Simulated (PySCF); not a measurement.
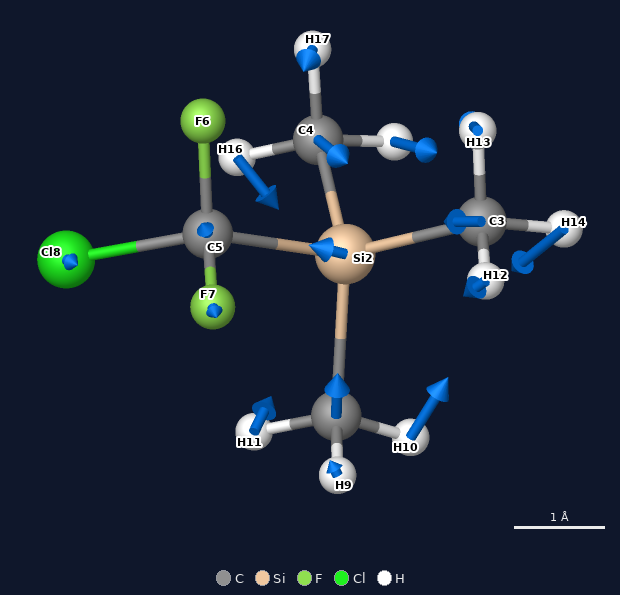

This is a relaxation of C4H9ClF2Si. The starting structure is drawn; blue arrows show the displacements, 10 times their true length. The two geometries are superimposed by the best rigid fit.

Style: ball-and-stick. Shown at a tilt.

The start comes from GFN2-xTB. Its atoms were then displaced at random by about 0.01 Å.

The calculation used PySCF 2.14.0, density-fitted response routines, PBE0-D3(BJ)/def2-TZVP geometry optimisation, gas phase. 

Question: Atoms of which element are displaced furthest, and by how much?

Answer: Hydrogen: up to 0.12 Å, against 0.07 Å for carbon.

Question: What did the optimiser do to the structure, and how much energy did it gain?

Answer: An H atom moves most after the best rigid fit: 0.12 Å. Largest moves by element: H 0.12 Å, C 0.07 Å, Si 0.05 Å, Cl 0.02 Å, F 0.02 Å. Some distances before and after: C–Si 1.927 → 1.862 Å, C–Si 1.906 → 1.862 Å, C–H 1.058 → 1.093 Å, C–Si 1.965 → 1.936 Å. Among the angles between lasting bonds that change: C–Si–C 114.9° → 112.3°, Si–C–H 108.4° → 111.0°, H–C–H 110.7° → 108.2°. After 6 geometry steps the energy has fallen by 4.24 kcal/mol. Cost: 11 min on 2 threads of Intel(R) Xeon(R) Processor @ 2.50GHz, on a shared host.
